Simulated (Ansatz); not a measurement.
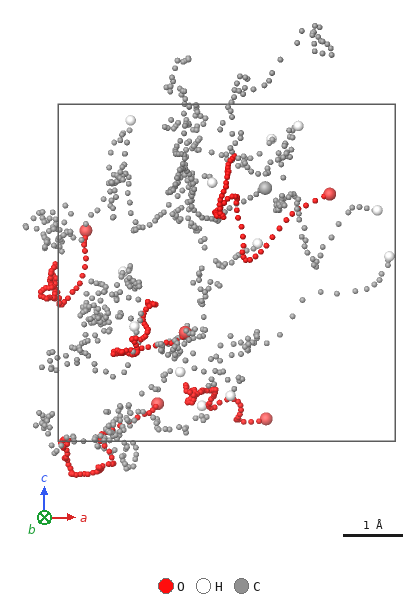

Molecular dynamics of a periodic cell with 4 H2O + 1 CH3OH at 0.924 g/cm³, 300 fs long. It starts from the last geometry of an earlier run, with fresh velocities. Dots mark each atom's position at evenly spaced times, in the colour of its element; spheres stand at the starting positions. Seen along the b axis in the simulation cell.

These are results of DFT LDA, scalar-relativistic, plane waves, PAW in Ansatz 0.2.0, not measurements. Run with plane-wave cutoff 420 eV; k-point mesh 1 × 1 × 1; Fermi-Dirac smearing 0.02 eV; Langevin thermostat and barostat (NPT); set temperature 250 K; time step 0.75 fs; friction 0.01 per fs; target pressure 10 GPa.

Input
```yaml
crystal:
  lattice:
    - [5.718479, 0.0, 0.0]
    - [0.0, 5.718479, 0.0]
    - [0.0, 0.0, 5.718479]
  atoms:
    - { symbol: O, position: [0.29508929, 0.6800848, 0.11174056] }
    - { symbol: H, position: [0.42664379, 0.79107256, 0.10559501] }
    - { symbol: H, position: [0.21516075, 0.66782507, -0.04822345] }
    - { symbol: O, position: [0.61692332, -0.00258408, 1.06692982] }
    - { symbol: H, position: [0.5112351, 0.12092574, 1.13543478] }
    - { symbol: H, position: [0.71250154, 0.06211038, 0.9352323] }
    - { symbol: O, position: [0.08243955, 0.58404479, 0.62536308] }
    - { symbol: H, position: [-0.01787318, 0.69802714, 0.54882987] }
    - { symbol: H, position: [0.19315576, 0.55495816, 0.50312627] }
    - { symbol: O, position: [0.3768283, 0.29264576, 0.3233439] }
    - { symbol: H, position: [0.3620747, 0.43625805, 0.2057158] }
    - { symbol: H, position: [0.22637247, 0.21063043, 0.34042668] }
    - { symbol: C, position: [0.6145079, 0.38213378, 0.75123028] }
    - { symbol: O, position: [0.80544981, 0.22431319, 0.73313103] }
    - { symbol: H, position: [0.45675788, 0.26819064, 0.76710263] }
    - { symbol: H, position: [0.94702274, 0.30944693, 0.68505799] }
    - { symbol: H, position: [0.6328528, 0.51071439, 0.89658918] }
    - { symbol: H, position: [0.59185977, 0.47542771, 0.5865886] }
basis:
  ecutwfc: 420.0
kpoints:
  mp_grid: { grid: [1, 1, 1] }
hamiltonian:
  xc: lda
scf:
  occupations: { method: fermi_dirac, width: 0.02 }
  lower_state_search: "off"
md:
  timestep: 0.75
  n_steps: 400
  ensemble: npt_langevin
  temperature: 250.0
  initial_velocities: maxwell_boltzmann
  seed: 211937
  friction: 0.01
  pressure: 10.0
  fix_cell: []
```

Command:
```bash
ansatz run input.yaml --threads 1 --pin off --max-ram 3072MiB --backend cpu --events-out ev --progress --plain --runs-dir out
```

**What do the traces tell about the motion?**

Root-mean-square distances from the starting positions over the second half, with the common drift of all atoms taken out: H 1.36 Å, O 0.81 Å, C 0.54 Å. The heavy atoms stay within a fraction of a molecule's size of their starting places, while the hydrogen atoms travel further, as molecules turn; so short a run doesn't tell a liquid from a solid. Bond changes: 2 H–O contacts open and close in turn; 8 H–O bonds form between 21 fs and 268 fs; 6 H–O bonds break between 49 fs and 194 fs. The mean temperature in the second half is 555 K (standard deviation 106 K). That is above the set 250 K, because the structure releases potential energy faster than the thermostat removes it. The potential energy is still drifting at the end, so the run hasn't reached equilibrium. The potential energy in the second half lies on average 66.2 meV per atom below the first frame. The mean pressure there is 10.2 GPa. The volume ends −52.8 % from the start. The conserved quantity stays between −0.4 and 1.1 meV per atom of its start. A straight-line fit has a slope that amounts to +0.69 meV per atom over 300 fs (0.8 % of the mean kinetic energy), and the ripple about it is 0.7 % of the kinetic energy's fluctuation. With a drift under 2 % and a ripple under 7 %, the integration is accurate.

Limits of the set-up: the periodic images lie only 5.7 Å apart, so the values are limited by the cell's size.
